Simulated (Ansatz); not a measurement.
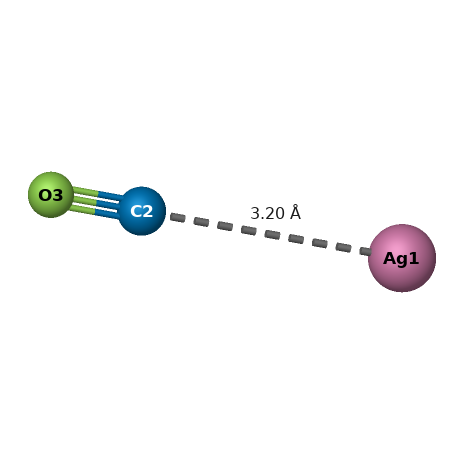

Two molecules or ions; the broken line marks their closest contact (measured against van der Waals radii). Charge +1, singlet. Geometry: a pair of rigid molecules at a changed separation. Program: Ansatz 0.2.0.

Question: Which two species are they?

Answer: Ag and CO (`[Ag+].[C-]#[O+]`).

Give the counterpoise-corrected interaction energy (kJ/mol, monomers kept as in the pair) with RHF-CCSD(T) (frozen core)/def2-TZVPPD; ωB97M-V/def2-TZVPPD.

| level | interaction energy (kJ/mol) |
| --- | --- |
| RHF-CCSD(T) (frozen core)/def2-TZVPPD | −39.8 |
| ωB97M-V/def2-TZVPPD | −41.9 |
